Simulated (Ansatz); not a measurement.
**One shape, several levels: doublet GaNH2ClF+**

We compute a comparison of 6 runs (UB3LYP/6-31G*, UBLYP/6-31G*, UCAM-B3LYP/6-31G*, UHSE06/6-31G*, RPA@PBE/6-31G*, UMP2/6-31G*) of doublet GaNH2ClF+. 

The results are computed with Ansatz 0.2.0.

128 further runs of the same task are left out: 128 set aside as unsound or not needed.

### 1 Starting point

The species is GaNH2ClF+ (6 atoms), meant as a doublet with charge +1. As SMILES of the parent species, `[NH2][Ga]([F])[Cl]`. The shape is that of a PBE0-D4/def2-TZVP optimisation. That shape belongs to the parent species and isn't relaxed for this state.

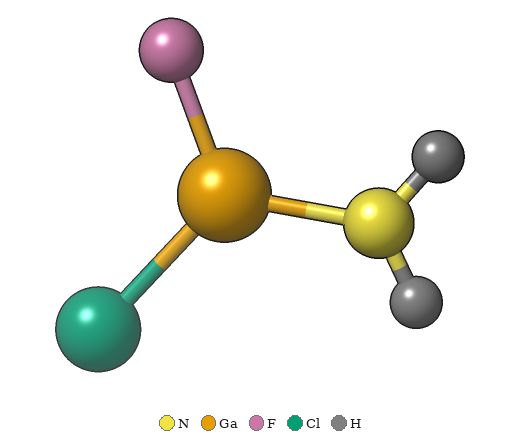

The structure, seen from a chosen angle (nitrogen yellow, gallium amber, fluorine pink, chlorine teal, hydrogen grey).

### 2 A single-point energy at UB3LYP/6-31G(d) (spherical functions) (run 1)

The input, run.yaml:

```yaml
crystal:
  periodic: [false, false, false]
  atoms:
    - {symbol: "N", position_ang: [-0.193400, 1.027000, -0.045900]}
    - {symbol: Ga, position_ang: [0.233000, -0.711000, 0.012900]}
    - {symbol: F, position_ang: [1.569300, -1.221300, 1.009300]}
    - {symbol: Cl, position_ang: [-0.740100, -2.208600, -1.123700]}
    - {symbol: H, position_ang: [0.201900, 1.691500, 0.596800]}
    - {symbol: H, position_ang: [-1.028600, 1.358600, -0.495600]}
basis:
  gaussian:
    orbitals: 6-31G_st_-spherical.json
total_charge: 1
magnetization:
  spin_polarized: true
  initial_magnetization: 1
hamiltonian:
  xc: {name: B3LYP}
accuracy: high
output:
  orbitals: {seedname: orbitals}
```

The basis set 6-31G* is read from a file made from the Basis Set Exchange's data (not shown).

Run with:

```console
$ ansatz run run.yaml --threads 1 --pin off --max-ram 3480MiB --events-out events.jsonl --progress --plain --runs-dir runs
```

The log of the run:

```text
Warning: RAYON_NUM_THREADS=1 ignored (pool sized by the plan → 1); use --threads N
Functional definition: B3LYP
  name "B3LYP"
  parameter a0 = 0.2
  parameter ax = 0.72
  parameter ac = 0.81
  exchange = (1 - a0 - ax)*slater_x + ax*b88_x + a0*exact_x
  correlation = (1 - ac)*vwn_rpa_c + ac*lyp_c
1713 factors; integrals over basis functions are off by at most 4.7e-9 eV
mean field evaluation 1: about -69106.0171 eV, gradient 7.0e1 eV
mean field evaluation 2: about -68997.8124 eV, gradient 1.6e2 eV
mean field evaluation 4: about -69117.6949 eV, gradient 3.8e1 eV
mean field evaluation 8: about -69126.0079 eV, gradient 1.7e0 eV
mean field evaluation 16: about -69126.1226 eV, gradient 4.1e-2 eV
mean field evaluation 32: about -69126.1231 eV, gradient 2.8e-5 eV
mean field -69126.12305975 eV, -2540.3381670766 hartree, gradient 4.1e-8 eV, S^2 0.758163; 4 other end points of the search recorded, 0 dependent functions left out
reference -69126.12310005 eV, -2540.3381685579 hartree; 33, 32 occupied and 49, 50 virtual orbitals, 1713 factors
Total energy: -69126.12310005 eV, -2540.3381685579 hartree
```

It took 25 s on 1 thread of Arm Neoverse V1, shared host; peak memory 0.43 GiB.

### 3 The energy at UBLYP/6-31G(d) (spherical functions) (run 2)

run.yaml, as its differences from that of step 2:

```diff
@@ -10,12 +10,7 @@
 basis:
-  gaussian:
-    orbitals: 6-31G_st_-spherical.json
+  gaussian: {orbitals: 6-31G_st_-spherical.json}
+magnetization: {spin_polarized: true, initial_magnetization: 1}
+output: {orbitals: {seedname: orbitals}}
+accuracy: high
+hamiltonian: {xc: {name: BLYP}}
 total_charge: 1
-magnetization:
-  spin_polarized: true
-  initial_magnetization: 1
-hamiltonian:
-  xc: {name: B3LYP}
-accuracy: high
-output:
-  orbitals: {seedname: orbitals}
```

The basis set 6-31G* is read from a file made from the Basis Set Exchange's data (not shown).

Run with:

```console
$ ansatz run run.yaml --threads 1 --pin off --max-ram 3480MiB --events-out events.jsonl --progress --plain --runs-dir runs
```

The log of the run:

```text
Warning: RAYON_NUM_THREADS=1 ignored (pool sized by the plan → 1); use --threads N
Functional definition: BLYP
  name "BLYP"
  parameter beta = 0.0042
  parameter a = 0.04918
  parameter b = 0.132
  parameter c = 0.2533
  parameter d = 0.349
  exchange = b88_x(beta = beta)
  correlation = lyp_c(a = a, b = b, c = c, d = d)
1713 factors; integrals over basis functions are off by at most 4.7e-9 eV
mean field evaluation 1: about -69100.1226 eV, gradient 8.0e1 eV
mean field evaluation 2: about -68845.2866 eV, gradient 2.1e2 eV
mean field evaluation 4: about -69113.1504 eV, gradient 5.3e1 eV
mean field evaluation 8: about -69124.8495 eV, gradient 1.1e1 eV
mean field evaluation 16: about -69125.7804 eV, gradient 1.4e-1 eV
mean field evaluation 32: about -69125.7806 eV, gradient 5.2e-8 eV
mean field evaluation 64: about -69125.3193 eV, gradient 2.6e0 eV
mean field -69125.78059899 eV, -2540.3255818760 hartree, gradient 5.2e-8 eV, S^2 0.754610; 10 other end points of the search recorded, 0 dependent functions left out
reference -69125.78065318 eV, -2540.3255838672 hartree; 33, 32 occupied and 49, 50 virtual orbitals, 1713 factors
Total energy: -69125.78065318 eV, -2540.3255838672 hartree
```

Run time: 22 s. Hardware: 1 thread of Arm Neoverse V1, shared host; peak memory 0.27 GiB.

Runs 3 to 4 aren't shown in full; the table further down has their settings and results.

### 4 The energy at RPA@PBE/6-31G(d) (spherical functions) (run 5)

The input, run.yaml:

```yaml
basis:
  gaussian:
    orbitals: 6-31G_st_-spherical.json
crystal:
  periodic: [false, false, false]
  atoms:
    - {symbol: "N", position_ang: [-0.193400, 1.027000, -0.045900]}
    - {symbol: Ga, position_ang: [0.233000, -0.711000, 0.012900]}
    - {symbol: F, position_ang: [1.569300, -1.221300, 1.009300]}
    - {symbol: Cl, position_ang: [-0.740100, -2.208600, -1.123700]}
    - {symbol: H, position_ang: [0.201900, 1.691500, 0.596800]}
    - {symbol: H, position_ang: [-1.028600, 1.358600, -0.495600]}
total_charge: 1
magnetization:
  spin_polarized: true
  initial_magnetization: 1
hamiltonian:
  xc: {name: PBE}
correlation:
  method: rpa
  frozen_orbitals: {Cl: 5, F: 1, Ga: 9, H: 0, "N": 1}
accuracy: high
```

The basis set 6-31G* is read from a file made from the Basis Set Exchange's data (not shown).

Run with:

```console
$ ansatz run run.yaml --threads 1 --pin off --max-ram 3480MiB --events-out events.jsonl --progress --plain --runs-dir runs
```

The log of the run, cut to the lines that bear on the results:

```text
Warning: RAYON_NUM_THREADS=1 ignored (pool sized by the plan → 1); use --threads N
Functional definition: PBE
  name "PBE"
[...]
1713 factors; integrals over basis functions are off by at most 4.7e-9 eV
[...]
mean field -69107.22456431 eV, -2539.6436601791 hartree, gradient 4.4e-8 eV, S^2 0.754529; 9 other end points of the search recorded, 0 dependent functions left out
16 core orbitals not correlated: weight in the atoms' cores, before any rotation towards them, 1.000 or more for the frozen orbitals, at most 0.000 for the correlated occupied ones
reference -69040.11378072 eV, -2537.1773843717 hartree; 17, 16 occupied and 49, 50 virtual orbitals, 1713 factors
Total energy: -69068.38394115 eV, -2538.2162936051 hartree
```

It took 48 s on 1 thread of Arm Neoverse V1, shared host; peak memory 0.35 GiB.

### 5 The energy at UMP2/6-31G(d) (spherical functions) (run 6)

The input, in.yaml:

```yaml
crystal:
  periodic: [false, false, false]
  atoms:
    - {symbol: N, position_ang: [-0.193400, 1.027000, -0.045900]}
    - {symbol: Ga, position_ang: [0.233000, -0.711000, 0.012900]}
    - {symbol: F, position_ang: [1.569300, -1.221300, 1.009300]}
    - {symbol: Cl, position_ang: [-0.740100, -2.208600, -1.123700]}
    - {symbol: H, position_ang: [0.201900, 1.691500, 0.596800]}
    - {symbol: H, position_ang: [-1.028600, 1.358600, -0.495600]}
basis:
  gaussian:
    orbitals: 6-31G_st_-spherical.json
total_charge: 1
magnetization:
  spin_polarized: true
  initial_magnetization: 1
correlation:
  method: mp2
  frozen_orbitals: {Cl: 5, F: 1, Ga: 9, H: 0, "N": 1}
accuracy: high
```

The basis set 6-31G* is read from a file made from the Basis Set Exchange's data (not shown).

Run with:

```console
$ ansatz run in.yaml --threads 1 --pin off --max-ram 3480MiB --events-out events.jsonl --progress --plain --runs-dir runs
```

The log of the run, cut to the lines that bear on the results:

```text
Warning: RAYON_NUM_THREADS=1 ignored (pool sized by the plan → 1); use --threads N
Functional definition: HF
  name "HF"
[...]
1713 factors; integrals over basis functions are off by at most 4.7e-9 eV
[...]
mean field -69042.84342208 eV, -2537.2776968414 hartree, gradient 5.3e-8 eV, S^2 0.758824; 3 other end points of the search recorded, 0 dependent functions left out
16 core orbitals not correlated: weight in the atoms' cores, before any rotation towards them, 1.000 or more for the frozen orbitals, at most 0.000 for the correlated occupied ones
reference -69042.84342208 eV, -2537.2776968414 hartree; 17, 16 occupied and 49, 50 virtual orbitals, 1713 factors
second order -17.98982536 eV of doubles, -0.00000000 eV of singles
Total energy: -69060.83324745 eV, -2537.9388107296 hartree
```

Wall time 9.9 s (1 thread of Arm Neoverse V1, shared host); peak memory 0.33 GiB.

### 6 All runs side by side

```
run                                    level  frozen core orbitals   energy (Eh)  HOMO energy (eV)  LUMO energy (eV)   ⟨S²⟩  wall time
  1      UB3LYP/6-31G* (spherical functions)                     –  -2540.338169            -14.50            -13.00  0.758       25 s
  2       UBLYP/6-31G* (spherical functions)                     –  -2540.325584            -13.47            -13.36  0.755       22 s
  3  UCAM-B3LYP/6-31G* (spherical functions)                     –  -2540.356106            -15.77            -11.73  0.755       27 s
  4      UHSE06/6-31G* (spherical functions)                     –  -2539.702436            -14.25            -13.11  0.758       25 s
  5     RPA@PBE/6-31G* (spherical functions)                    16  -2538.216294                 –                 –  0.755       48 s
  6        UMP2/6-31G* (spherical functions)                    16  -2537.938811                 –                 –  0.759      9.9 s
```

### 7 Outcome

| quantity | value |
| --- | --- |
| run 6: total energy | -2537.93881 Eh |
| run 6: correlation energy (16 core orbitals frozen) | -661.1 mEh |
| run 6: ⟨S²⟩ of the reference determinant | 0.759 |

In words: Totals of different functionals can't be ranked against each other. All runs together took 2.6 min, the longest 48 s.
